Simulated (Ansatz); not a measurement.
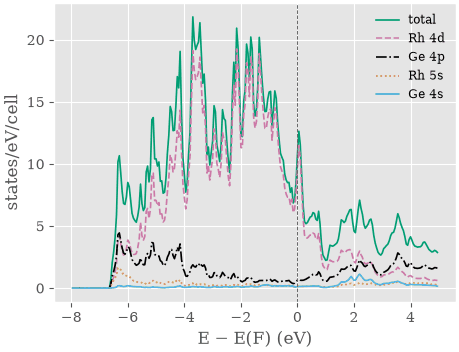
Figure. Total and projected density of states of GeRh$_{2}$ in space group Pnma (No. 62; Ge on 4c, Rh on 4c, Rh on 4c), the program Ansatz at the PBEsol level (PAW)

Problem. Which orbitals carry the states next to the Fermi level?

Solution. Within 0.5 eV of the Fermi level: Rh 4d 86 %, Ge 4p 8 %. Projections are on Löwdin-orthogonalised atomic valence shells; empty p or d shells of many metals are not among them.

Problem. Where is the tallest occupied peak in this window, and what makes it?

Solution. Near -3.7 eV, about 22 states/eV per cell; the largest projected share is Rh 4d.

The workflow started from an entry of the Crystallography Open Database (COD). Whether it is the stable phase at ambient conditions was not checked. The cell was relaxed with PBEsol under the symmetry of its start; its stability against distortions is not shown here. No spin polarisation was allowed. Spin–orbit coupling is left out wherever it is not named.

Potentials: the later of the program's two PAW sets.
